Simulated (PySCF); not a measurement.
C6H9Cl3Si3, SMILES Cl[Si](Cl)(Cl)[SiH2][SiH2]c1ccccc1 at its GFN2-xTB optimised geometry (Å):

```
21

Cl     0.3827     0.3298    -3.4921
Si    -1.4090    -0.6198    -3.7240
Cl    -2.8272     0.7282    -3.1499
Cl    -1.6682    -0.8884    -5.7179
Si    -1.5056    -2.5288    -2.3908
Si    -1.4133    -1.9812    -0.1233
C     -0.4502    -0.3615     0.0000
C     -1.1057     0.8660    -0.0014
C     -0.3975     2.0537    -0.0054
C      0.9870     2.0339    -0.0069
C      1.6565     0.8216     0.0000
C      0.9417    -0.3615     0.0000
H     -0.3989    -3.4041    -2.8085
H     -2.7131    -3.2824    -2.7600
H     -0.7253    -2.9967     0.6870
H     -2.7369    -1.7797     0.4820
H     -2.1863     0.8905    -0.0021
H     -0.9250     2.9967    -0.0115
H      1.5429     2.9602    -0.0154
H      2.7369     0.8006    -0.0015
H      1.4709    -1.3046     0.0005
```

Level of theory: CAM-B3LYP/def2-SVP run with PySCF 2.14.0. Cells within 0.4 Å of a nucleus heavier than hydrogen are left out (blank, or x).

Map of the electrostatic potential (hartree/e), clipped to [-0.08, 0.12] on the plane z = 0.0 Å:

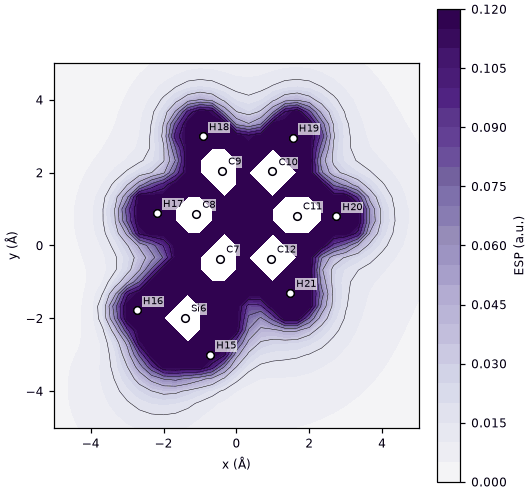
Electrostatic potential (hartree/e), clipped to [-0.08, 0.12] on the plane z = 0.0 Å.
